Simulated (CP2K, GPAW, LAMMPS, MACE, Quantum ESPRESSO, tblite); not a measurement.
# Running amorphous Ge (65 atoms) with CP2K, part 3 of 3

How do the settings of CP2K change the result for amorphous Ge (65 atoms)? A plane-wave run serves as the yardstick.

Program: CP2K 2026.2; the method stands at each step. Banners, paths, timers and routine set-up lines are dropped from the logs unmarked, and long logs keep their key lines alone; longer cuts are marked.

So far. Step 6 (RPBE, PBE potentials, DZVP-UZH, 350/50 Ry …): Against the first run (16 %), the force difference from the reference is 16 %, at 1.0 times the CPU time; the model has changed, so this is no error of the program alone. Step 7 (PBE+rVV10L, DZVP-UZH, 350/50 Ry, diagonalisation): Against the first run (16 %), the force difference from the reference is 19 %, at 2.2 times the CPU time; the model has changed, so this is no error of the program alone.

## Step 8: PBE, DZVP-UZH, 175/50 Ry, diagonalisation

Method: Kohn-Sham DFT, PBE, GTH-PBE pseudopotentials, Gaussian and plane waves, DZVP-MOLOPT (UZH set), diagonalisation.

Contents of input.inp:

```
&GLOBAL
  PROJECT cell
  RUN_TYPE ENERGY_FORCE
  PRINT_LEVEL LOW
&END GLOBAL
&FORCE_EVAL
  METHOD QS
  STRESS_TENSOR ANALYTICAL
  &DFT
    BASIS_SET_FILE_NAME BASIS_MOLOPT_UZH
    POTENTIAL_FILE_NAME POTENTIAL_UZH
    &MGRID
      CUTOFF 175
      REL_CUTOFF 50
    &END MGRID
    &QS
      EPS_DEFAULT 1.0E-12
    &END QS
    &SCF
      SCF_GUESS ATOMIC
      EPS_SCF 5.0E-06
      MAX_SCF 200
      ADDED_MOS 29
      &DIAGONALIZATION
        ALGORITHM STANDARD
      &END DIAGONALIZATION
      &SMEAR ON
        METHOD FERMI_DIRAC
        ELECTRONIC_TEMPERATURE [K] 580
      &END SMEAR
      &MIXING
        METHOD BROYDEN_MIXING
        ALPHA 0.15
        NBROYDEN 12
      &END MIXING
      &PRINT
        &RESTART OFF
        &END RESTART
      &END PRINT
    &END SCF
    &XC
      &XC_FUNCTIONAL PBE
      &END XC_FUNCTIONAL
    &END XC
    &PRINT
      &MULLIKEN ON
      &END MULLIKEN
      &HIRSHFELD ON
        SHAPE_FUNCTION DENSITY
      &END HIRSHFELD
      &MO ON
        EIGENVALUES T
        OCCUPATION_NUMBERS T
        MO_INDEX_RANGE 119 142
        &EACH
          QS_SCF 0
        &END EACH
        ADD_LAST NUMERIC
      &END MO
    &END PRINT
  &END DFT
  &SUBSYS
    &CELL
      A 11.61260 0.00000 0.00000
      B 0.00000 11.61260 0.00000
      C 0.00000 0.00000 11.61260
    &END CELL
    &COORD
[... 65 atom lines left out: the same atoms as in the first run ...]
    &END COORD
    &KIND Ge
      BASIS_SET DZVP-MOLOPT-PBE-GTH-q4
      POTENTIAL GTH-PBE-q4
    &END KIND
  &END SUBSYS
  &PRINT
    &FORCES ON
    &END FORCES
    &STRESS_TENSOR ON
    &END STRESS_TENSOR
  &END PRINT
&END FORCE_EVAL
```

Launch:

```
$ OMP_NUM_THREADS=2 cp2k.psmp -i input.inp > output.txt
```

Numbers of over 12 decimals in the logs are rounded to 6 here.

Log:

```text
CP2K| version string:                                       CP2K version 2026.2
 CP2K| Input file name                                                 input.inp
 GLOBAL| Basis set file name                                    BASIS_MOLOPT_UZH
 GLOBAL| Potential file name                                       POTENTIAL_UZH
 GLOBAL| Run type                                                   ENERGY_FORCE
 GLOBAL| Total number of message passing processes                             1
 GLOBAL| Number of threads for this process                                    2
 TOTAL NUMBERS AND MAXIMUM NUMBERS
  Total number of            - Atomic kinds:                                   1
                             - Atoms:                                         65
[... lines left out ...]
                        Smear method:                                FERMI_DIRAC
[... lines left out ...]
 Number of electrons:                                                        260
[... lines left out ...]
  Step     Update method      Time    Convergence         Total energy    Change
[... lines left out ...]
  *** SCF run converged in    16 steps ***
[... lines left out ...]
  Fermi energy:                                                 0.140059
  Total energy:                                              -254.915543
  Total energy (extrapolated to T->0):                       -254.913258
[... lines left out ...]
 MO| E(Fermi):            0.140059 a.u.          3.811210 eV
[... lines left out ...]
 !-----------------------------------------------------------------------------!
 !-----------------------------------------------------------------------------!
                           Hirshfeld Charges
  #Atom  Element  Kind  Ref Charge     Population                    Net charge
      1       Ge     1       4.000          4.012                        -0.012
      2       Ge     1       4.000          4.011                        -0.011
      3       Ge     1       4.000          3.997                         0.003
[...]
64       Ge     1       4.000          3.995                         0.005
     65       Ge     1       4.000          3.977                         0.023
  Total Charge                                                           -0.000
 !-----------------------------------------------------------------------------!
 ENERGY| Total FORCE_EVAL ( QS ) energy [hartree]           -254.915449
 FORCES| Atomic forces [hartree/bohr]
 FORCES|   Atom     x               y               z               |f|
 FORCES|      1 -8.88172524E-04  2.36012092E-03 -5.78198824E-03   6.30796395E-03
 FORCES|      2  5.15985940E-03  1.77267155E-03  2.92102687E-03   6.18861143E-03
 FORCES|      3 -1.26527466E-03  4.15088067E-03  1.16210061E-02   1.24047778E-02
[...]
FORCES|     64  5.79889278E-03 -3.12949347E-03 -1.17494357E-03   6.69338324E-03
 FORCES|     65  1.69091762E-03  4.20128254E-03 -4.25625615E-03   6.21495727E-03
 FORCES| Sum     6.10166418E-06 -2.50208663E-05 -2.29892013E-05
 FORCES| Total atomic force                                       3.45221296E-05
 STRESS| Analytical stress tensor [bar]
 STRESS|                        x                   y                   z
 STRESS|      x        3.32042969723E+04   1.13334311172E+04   1.41639712423E+04
 STRESS|      y        1.13334311172E+04   1.50918973379E+04  -2.45304146063E+03
 STRESS|      z        1.41639712423E+04  -2.45304146063E+03   1.21840180258E+04
 STRESS| 1/3 Trace                                             2.01600707786E+04
```

It took 56 s on 2 threads of Arm Neoverse V1, shared host; peak memory 1 GiB; 1.8 min of CPU time.

Compared with the plane-wave run:

```yaml
r_m_s_force_component: 0.1912 eV/Å
r_m_s_difference_of_force_components: 29.21 meV/Å
longest_difference_of_force_vectors: 98.92 meV/Å
force_difference_over_r_m_s_force: 15.78 %
slope_of_forces_against_the_reference_s: 1.021
correlation_of_force_components: 0.9885
pressure: 2.016 GPa
pressure_difference: 0.7513 GPa
energy_less_the_same_level_run_s: -0.0003 meV/atom
r_m_s_force_difference_from_the_same_level_run: 0.148 meV/Å
```

This is a coarse setting, run to see what it loses.

Against the first run (16 %), the force difference from the reference is 16 %, at 0.73 times the CPU time: the change moves forces by 0.15 meV/Å r.m.s., so most of the difference comes from elsewhere.

## Step 9: PBE, DZVP-UZH, 350/20 Ry, diagonalisation

Method: Kohn-Sham DFT, PBE, GTH-PBE pseudopotentials, Gaussian and plane waves, DZVP-MOLOPT (UZH set), diagonalisation.

Edit input.inp of step 8 so:

```diff
@@ -12,4 +12,4 @@
     &MGRID
-      CUTOFF 175
-      REL_CUTOFF 50
+      CUTOFF 350
+      REL_CUTOFF 20
     &END MGRID
@@ -67,5 +67,6 @@
     &END CELL
-    &COORD
-[... 65 atom lines left out: the same atoms as in the first run ...]
-    &END COORD
+    &TOPOLOGY
+      COORD_FILE_NAME structure.xyz
+      COORD_FILE_FORMAT XYZ
+    &END TOPOLOGY
     &KIND Ge
```

Contents of structure.xyz:

```xyz
65

[... 65 atom lines left out: the same atoms as in the first run ...]
```

Log:

```text
CP2K| version string:                                       CP2K version 2026.2
 CP2K| Input file name                                                 input.inp
 GLOBAL| Basis set file name                                    BASIS_MOLOPT_UZH
 GLOBAL| Potential file name                                       POTENTIAL_UZH
 GLOBAL| Run type                                                   ENERGY_FORCE
 GLOBAL| Total number of message passing processes                             1
 GLOBAL| Number of threads for this process                                    2
[... lines left out ...]
                        Smear method:                                FERMI_DIRAC
[... lines left out ...]
 Number of electrons:                                                        260
[... lines left out ...]
  Step     Update method      Time    Convergence         Total energy    Change
[... lines left out ...]
  *** SCF run converged in    16 steps ***
[... lines left out ...]
  Fermi energy:                                                 0.140049
  Total energy:                                              -254.921006
  Total energy (extrapolated to T->0):                       -254.918722
[... lines left out ...]
 MO| E(Fermi):            0.140049 a.u.          3.810938 eV
[... lines left out ...]
     65       Ge     1       4.000          3.977                         0.023
  Total Charge                                                           -0.000
 !-----------------------------------------------------------------------------!
 ENERGY| Total FORCE_EVAL ( QS ) energy [hartree]           -254.920912
 FORCES| Atomic forces [hartree/bohr]
 FORCES|   Atom     x               y               z               |f|
 FORCES|      1 -7.01712772E-04  2.81564663E-03 -5.73569387E-03   6.42794298E-03
 FORCES|      2  4.92880978E-03  1.82270003E-03  2.82303428E-03   5.96531003E-03
 FORCES|      3 -8.89795053E-04  4.42571985E-03  1.12955614E-02   1.21642278E-02
[...]
FORCES|     64  6.30157063E-03 -3.13765150E-03 -1.62835580E-03   7.22538525E-03
 FORCES|     65  1.75963732E-03  3.75669052E-03 -4.16072204E-03   5.87542807E-03
 FORCES| Sum    -2.77760574E-03  1.67843289E-03  6.70668855E-04
 FORCES| Total atomic force                                       3.31391420E-03
 STRESS| Analytical stress tensor [bar]
 STRESS|                        x                   y                   z
 STRESS|      x        3.40756083792E+04   1.13213965860E+04   1.42035853558E+04
 STRESS|      y        1.13213965860E+04   1.60387127503E+04  -2.46393538626E+03
 STRESS|      z        1.42035853558E+04  -2.46393538626E+03   1.29479641012E+04
 STRESS| 1/3 Trace                                             2.10207617436E+04
```

Elapsed: 56 s, on 2 threads; peak memory 2.2 GiB; 97 s of CPU time.

Numbers from this run, and their distance from the reference:

- r.m.s. force component: 0.1911 eV/Å
- r.m.s. difference of force components: 31.75 meV/Å
- longest difference of force vectors: 101.7 meV/Å
- force difference over r.m.s. force: 17.15 %
- slope of forces against the reference's: 1.018
- correlation of force components: 0.9863
- pressure: 2.102 GPa
- pressure difference: 0.8374 GPa
- energy less the same-level run's: -2.287 meV/atom
- r.m.s. force difference from the same-level run: 14.21 meV/Å

This is a coarse setting, run to see what it loses.

Against the first run (16 %), the force difference from the reference is 17 %, at 0.67 times the CPU time: the grid matters here.

## Step 10: The ladder

Differences are against the plane-wave reference, forces as r.m.s. over components; share is that over the reference's r.m.s. force, slope the least-squares factor from reference forces to these. Total energies of different programs have different zeros and aren't compared.

```
                                                            run  Δ force, r.m.s. (meV/Å)  share (%)  slope  Δ pressure (GPa)  cores  CPU time  memory (GiB)
                                                      reference                        -          -      -                 -      1    14 min           4.4
                 CP2K PBE, DZVP-UZH, 350/50 Ry, diagonalisation                     29.2       15.8  1.021             0.751      2   2.4 min           2.2
                CP2K PBE, TZV2P-UZH, 350/50 Ry, diagonalisation                     12.2       6.59  1.018             0.626      4   7.1 min           4.8
  CP2K PBE, TZVP-MOLOPT (SR for Ge), 350/50 Ry, diagonalisation                     16.0       8.66  1.018             0.684      4   1.9 min           3.6
                 CP2K PBE, DZVP-UZH, 489/50 Ry, diagonalisation                     29.2       15.8  1.021             0.751      4   3.4 min           4.9
CP2K RPBE, PBE potentials, DZVP-UZH, 350/50 Ry, diagonalisation                     29.7       16.0  1.007              1.11      2   2.5 min           2.1
          CP2K PBE+rVV10L, DZVP-UZH, 350/50 Ry, diagonalisation                     36.0       19.5  1.035             0.469      2   5.4 min           3.9
        CP2K PBE, DZVP-UZH, 175/50 Ry, diagonalisation (coarse)                     29.2       15.8  1.021             0.751      2   1.8 min           1.0
        CP2K PBE, DZVP-UZH, 350/20 Ry, diagonalisation (coarse)                     31.8       17.2  1.018             0.837      2      97 s           2.2
```

Rows marked coarse were listed beforehand as settings not expected to be converged; some can still land near the reference.

CPU time is summed over cores on a shared host, where runs went side by side, so it is rough. Symmetry, cutoffs, thresholds, outputs and thread counts weren't matched or tuned between programs; memory under MPI is the largest rank's times the ranks.

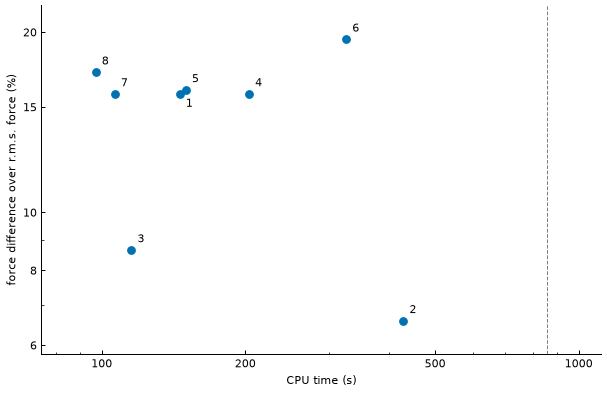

Force difference against CPU time; the dashed line marks the reference's time. Points: 1 CP2K PBE, DZVP-UZH, 350/50 Ry, diagonalisation; 2 CP2K PBE, TZV2P-UZH, 350/50 Ry, diagonalisation; 3 CP2K PBE, TZVP-MOLOPT (SR for Ge), 350/50 Ry, diagonalisation; 4 CP2K PBE, DZVP-UZH, 489/50 Ry, diagonalisation; 5 CP2K RPBE, PBE potentials, DZVP-UZH, 350/50 Ry, diagonalisation; 6 CP2K PBE+rVV10L, DZVP-UZH, 350/50 Ry, diagonalisation; 7 CP2K PBE, DZVP-UZH, 175/50 Ry, diagonalisation; 8 CP2K PBE, DZVP-UZH, 350/20 Ry, diagonalisation.

Within one program, basis, potentials and functional, energies share a zero. Each run against its twin at the usual cutoff or grid and solver:

```
                                           run                                  twin  Δ energy (meV/atom)  Δ force, r.m.s. (meV/Å)        CPU time over the twin's
CP2K PBE, DZVP-UZH, 489/50 Ry, diagonalisation  DZVP-UZH, 350/50 Ry, diagonalisation               2.0e-4                    0.028  1.4 (this twin ran on 2 cores)
CP2K PBE, DZVP-UZH, 175/50 Ry, diagonalisation  DZVP-UZH, 350/50 Ry, diagonalisation              -3.0e-4                    0.148                            0.73
CP2K PBE, DZVP-UZH, 350/20 Ry, diagonalisation  DZVP-UZH, 350/50 Ry, diagonalisation                -2.29                     14.2                            0.67
```

## Step 11: Outcome

- nearest in forces: CP2K PBE, TZV2P-UZH, 350/50 Ry, diagonalisation, 6.6 %
- its CPU time: 7.1 min

What this shows: The PBE runs in local orbitals, coarse settings apart, differ by 6.6 % (CP2K PBE, TZV2P-UZH, 350/50 Ry, diagonalisation) to 16 % (CP2K PBE, DZVP-UZH, 350/50 Ry, diagonalisation); basis, grid and potentials can all enter. Rows with another functional or a dispersion term differ by 16 % (CP2K RPBE, PBE potentials, DZVP-UZH, 350/50 Ry, diagonalisation) to 19 % (CP2K PBE+rVV10L, DZVP-UZH, 350/50 Ry, diagonalisation), which mixes the change of model with differences of basis and potentials, some of them made for another functional. Runs with settings chosen to be coarse differ by 16 % (CP2K PBE, DZVP-UZH, 175/50 Ry, diagonalisation) to 17 % (CP2K PBE, DZVP-UZH, 350/20 Ry, diagonalisation), their programs' other errors included. Of the electronic-structure runs that take under half the reference's CPU time, CP2K PBE, TZV2P-UZH, 350/50 Ry, diagonalisation comes nearest, at 6.6 % in 7.1 min against 14 min. The potentials hold different valence shells: 910 electrons in the reference, 260 in CP2K with TZVP-MOLOPT; this bears on time and differences. The reference's pressure holds the uncorrected Pulay stress of its 45 Ry basis, so small pressure differences, and their order, may be the reference's own error. The quench rate of 5 K/ps is many orders above laboratory rates, so the cell is likely richer in defects and strain than a real sample. The network of bonds at the start is that of the classical potential that made the cell, and needn't be the one that DFT or experiment would give. The electronic-structure runs sample only Γ, in a cell whose shortest periodic width is 12 Å, which is coarse for a cell with partly filled levels.

[Also dropped from logs without a mark: logging warnings of Python, and SIESTA's first energy breakdown and zero terms.]

[Logs are printed without paths, hosts, clocks, repeated set-up lines and the standing remarks that a program may print on its own settings, such as how far it seeks lower states.]

[Hosts, paths, dates, database ids (printed as entryN), source tags and the programs' standing remarks are cut or masked in the printed files.]
